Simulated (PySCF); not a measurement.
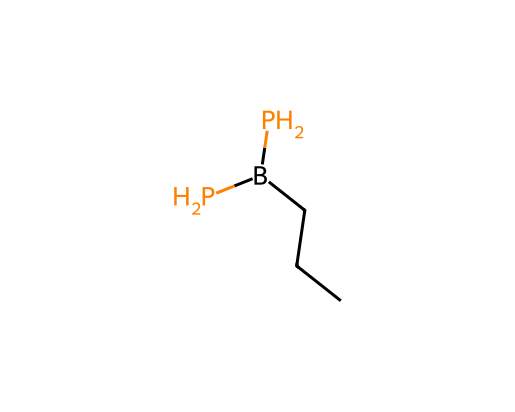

> Write the SMILES.

CCCB(P)P

> Give the formula, hydrogens included.

C3H11BP2.

> An optimisation with GFN2-xTB gave a structure of which point group?

C1. Other conformers may differ.

More results for the same structure follow; atom numbers are the same in all pictures, views and colours differ. Computed geometry: GFN2-xTB optimisation. No frequency run is at hand to confirm it as a minimum.

## NMR shielding

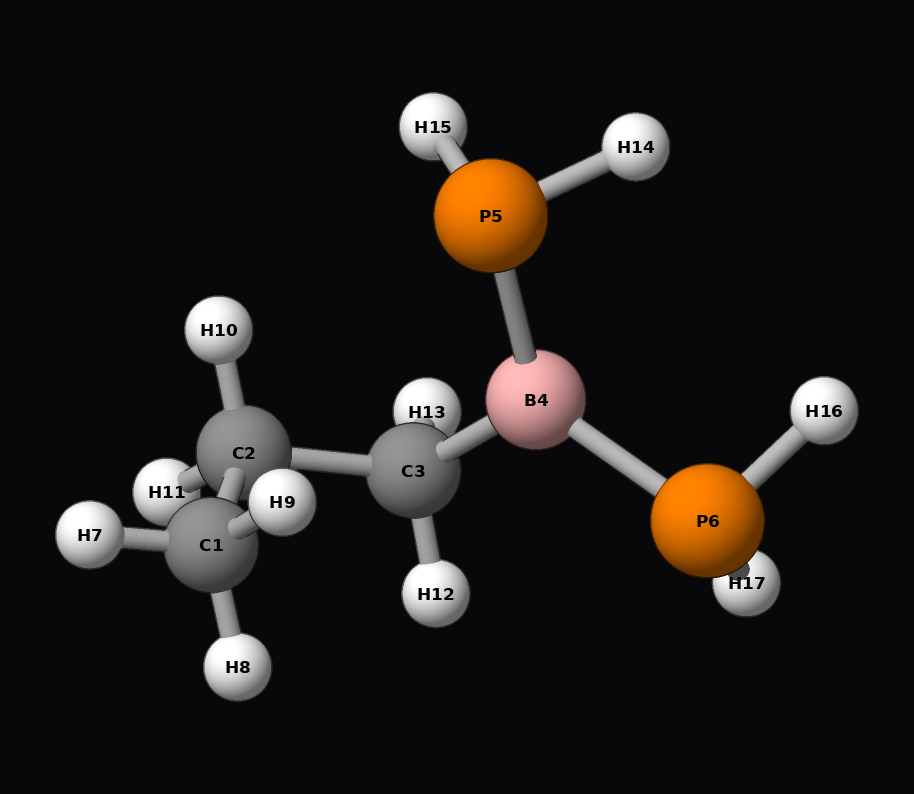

No frequency run is at hand to confirm it as a minimum. Level of theory: GIAO PBE0/pcSseg-1 NMR shielding, non-relativistic, gas phase (PySCF 2.14.0). Principal shieldings σ11 ≤ σ22 ≤ σ33, span Ω = σ33 − σ11, skew κ = 3(σiso − σ22)/Ω.

> Which P atom has the most anisotropic shielding?

P6, with a span of 207 ppm.

Give the shielding tensors of the P atoms.

```csv
atom,σ11,σ22,σ33,σiso,Ω,κ
P5,432.1,494.8,616.1,514.3,184.0,0.32
P6,412.3,461.1,619.4,497.6,207.1,0.53
```

Shieldings and span in ppm.

## Charges

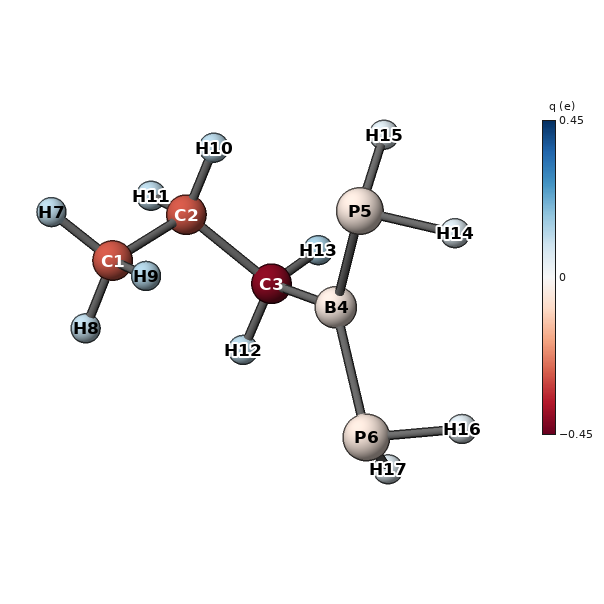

Atoms are coloured by their Mulliken charges. No frequency run is at hand to confirm it as a minimum. Properties computed with PBE0/pcSseg-1, gas phase (PySCF 2.14.0).

Give the Mulliken charges atom by atom.

| atom | value (e) |
| --- | --- |
| C1 | −0.28 |
| C2 | −0.28 |
| C3 | −0.40 |
| B4 | −0.04 |
| P5 | −0.05 |
| P6 | −0.05 |
| H7 | 0.12 |
| H8 | 0.11 |
| H9 | 0.13 |
| H10 | 0.12 |
| H11 | 0.12 |
| H12 | 0.12 |
| H13 | 0.15 |
| H14 | 0.06 |
| H15 | 0.06 |
| H16 | 0.05 |
| H17 | 0.05 |

## Quadrupole coupling

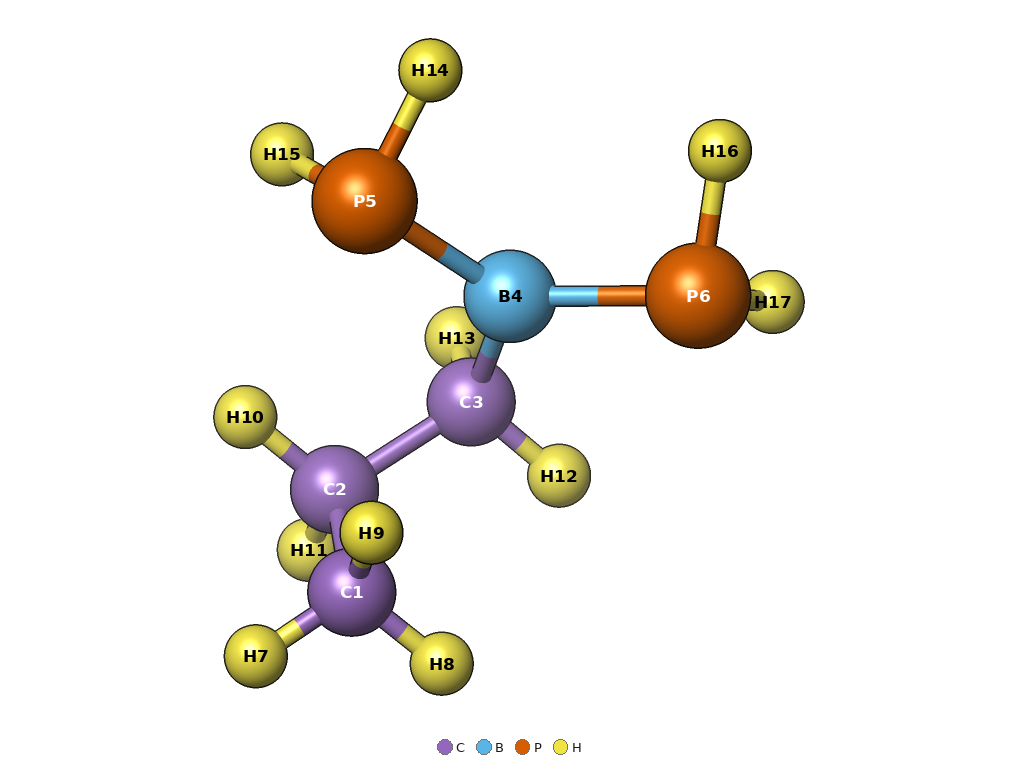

No frequency run is at hand to confirm it as a minimum. Electric field gradients from the ground-state density, PBE0/pcSseg-1 (PySCF 2.14.0), non-relativistic apart from any core potentials.

Give the largest field-gradient component, the quadrupole coupling constant and the asymmetry for 11B at B4 (Q = 40.59 mb).

```tsv
atom	V_zz (a.u.)	e²qQ/h (MHz)	η
B4	0.487	4.65	0.22
```

Mulliken values depend strongly on the basis set and can even reverse the polarity of a bond. The geometry is semi-empirical. Around B, P such bond lengths and angles can be off by a tenth of an ångström or more and by several degrees, and values that hang on the shape move with them.
